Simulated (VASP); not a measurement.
Band structure of CsI (relaxed from the NiAs type structure, space group P6_3/mmc). Level of theory: PBEsol GGA, VASP's PBE PAW potentials (set 64) (plane waves; VASP).

Unless said otherwise, spin-orbit coupling is left out, though it shifts the bands of the heavy elements here.

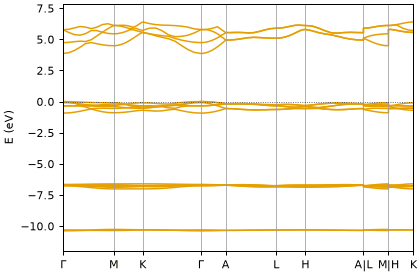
Fig. 1. Bands along high-symmetry lines, zero at the valence-band maximum or, without a gap, the Fermi level

Problem. Read the plot: is there a gap, and where are the band edges?

Solution. The gap is direct, 3.86 eV, from the valence maximum at Γ to the conduction minimum at Γ. (Edges off the drawn lines would not show.)

The structure was generated: CsI was put into the NiAs type type (P6_3/mmc), which need not be its known phase. It was relaxed first, which changed the volume by -18 %.
